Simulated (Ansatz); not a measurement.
Input file:

```
crystal:
  periodic: [false, false, false]
  atoms:
    - {symbol: Cu, position_ang: [0.438075, -0.053152, -2.223304]}
    - {symbol: C, position_ang: [-0.217358, 0.523881, 0.563855]}
    - {symbol: N, position_ang: [0.187734, -0.564741, -0.365351]}
    - {symbol: H, position_ang: [0.542118, 1.303280, 0.562946]}
    - {symbol: H, position_ang: [-0.331978, 0.137627, 1.577309]}
    - {symbol: H, position_ang: [-1.163733, 0.948606, 0.234844]}
    - {symbol: H, position_ang: [-0.505003, -1.309664, -0.324511]}
    - {symbol: H, position_ang: [1.050146, -0.985935, -0.025788]}
basis:
  gaussian: {orbitals: "def2-TZVPPD.json"}
total_charge: 1
hamiltonian: {xc: pbe0, dispersion: d4}
output: {orbitals: {seedname: orbitals}}
```

Launched as:

```sh
ansatz run in.yaml --threads 4 --pin off --events-out ev --progress --plain --max-ram 9574MiB
```

Geometry: PBE0-D4/def2-TZVP.

Computed with RKS PBE0-D4/def2-TZVPPD in Ansatz 0.2.0.

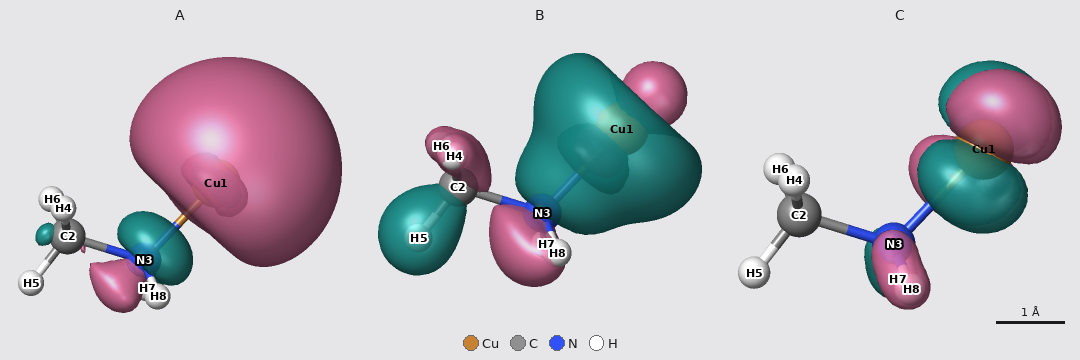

CH$_{5}$CuN (charge +1). Three frontier orbitals at ±0.08 Å⁻³ᐟ² (teal and pink are the two phases), in no order.

Which picture is the HOMO−1, the HOMO and the LUMO?

C is the HOMO−1 (−13.81 eV). By Hirshfeld shares it lies mainly on Cu1 (about 95 %). B is the HOMO (−12.91 eV). By Hirshfeld shares it lies mainly on Cu1 (about 80 %) and N3 (about 15 %). A is the LUMO (−7.45 eV). It lies mainly on Cu1 (about 90 %) and N3 (about 5 %).

What is the HOMO–LUMO gap?

5.46 eV between the orbital energies.
